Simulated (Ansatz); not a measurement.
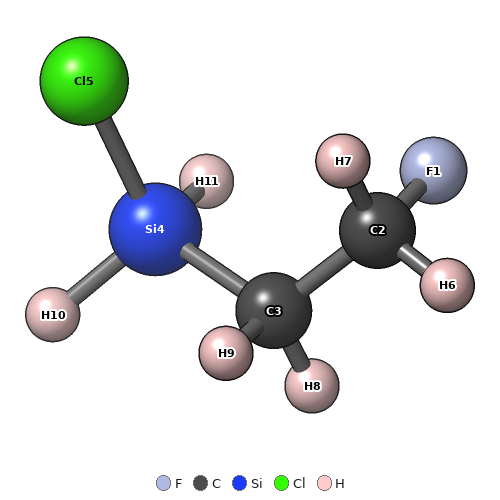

The system is C2H6ClFSi, SMILES FCC[SiH2]Cl; the picture shows the reference structure. Coordinates scanned: (1) dihedral F1–C2–C3–Si4; (2) dihedral C2–C3–Si4–Cl5. Nothing is relaxed (all other coordinates rigid). Grid: 18 × 18 points. Points are written as (first, second). Energies: eV, counted from the relaxed molecule at the same level. Level of theory: Ansatz, RHF/def2-SVP.

Its coordinates:

```yaml
atoms:
  - { symbol: F, position_ang: [-1.6711, 1.0814, 0.3481] }
  - { symbol: C, position_ang: [-0.4736, 1.3200, -0.2628] }
  - { symbol: C, position_ang: [0.1375, 0.0106, -0.7235] }
  - { symbol: Si, position_ang: [0.3320, -1.3149, 0.6054] }
  - { symbol: Cl, position_ang: [1.4320, -0.5190, 2.1866] }
  - { symbol: H, position_ang: [-0.6564, 1.9900, -1.1025] }
  - { symbol: H, position_ang: [0.1720, 1.8255, 0.4540] }
  - { symbol: H, position_ang: [-0.4719, -0.4200, -1.5251] }
  - { symbol: H, position_ang: [1.1237, 0.2093, -1.1530] }
  - { symbol: H, position_ang: [1.0954, -2.4510, 0.0538] }
  - { symbol: H, position_ang: [-0.9542, -1.7888, 1.1395] }
```

Range: dihedral F1–C2–C3–Si4 from −180 to 160°; dihedral C2–C3–Si4–Cl5 from −180 to 160°.

> What landscape does the calculation give?

The lowest grid point is at (−60°, −60°), 0.0050 eV from the relaxed molecule at the same level. Higher local minima lie near (60°, 60°) (0.018 eV above the lowest at that grid point); (−180°, −60°) (0.025 eV above the lowest at that grid point); (60°, 160°) (0.026 eV above the lowest at that grid point). The highest grid point, (0°, 0°), lies 1.269 eV above the lowest. On the interpolated surface the easiest way out of the lowest well to the well at about (−50°, −165°) passes a barrier of about 0.085 eV, counted from the interpolated bottom of the well. Round the minimum the two coordinates are weakly coupled (coupling −0.06 in units of the two stiffnesses).

```
dihedral C2–C3–Si4–Cl5 ↓, dihedral F1–C2–C3–Si4 →   −180   −140   −100    −60    −20     20     60    100    140
                                              140  0.119  0.265  0.262  0.119  0.272  0.186  0.058  0.241  0.244
                                              100  0.106  0.252  0.271  0.100  0.226  0.272  0.087  0.232  0.243
                                               60  0.036  0.177  0.213  0.136  0.220  0.128  0.023  0.165  0.162
                                               20  0.099  0.278  0.273  0.249  0.950  0.516  0.099  0.271  0.243
                                              −20  0.098  0.245  0.270  0.092  0.510  0.950  0.251  0.272  0.275
                                              −60  0.030  0.162  0.165  0.005  0.098  0.207  0.132  0.209  0.172
                                             −100  0.101  0.242  0.236  0.075  0.225  0.192  0.091  0.264  0.248
                                             −140  0.122  0.251  0.255  0.063  0.174  0.248  0.109  0.260  0.269
                                             −180  0.074  0.197  0.203  0.047  0.087  0.086  0.038  0.193  0.197
```

The table holds every second grid line.

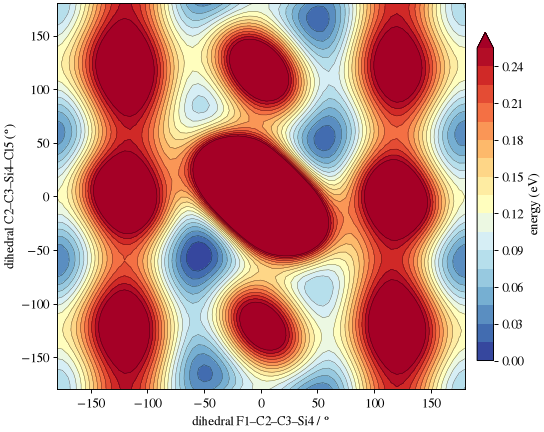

The picture shows filled contours, one colour for all values above the top of the scale. Between grid points the surface is interpolated.

Time for the 324 points that were run: 5 min on 1 thread of AMD EPYC 9R45 96-Core Processor (Zen 5) (shared host).
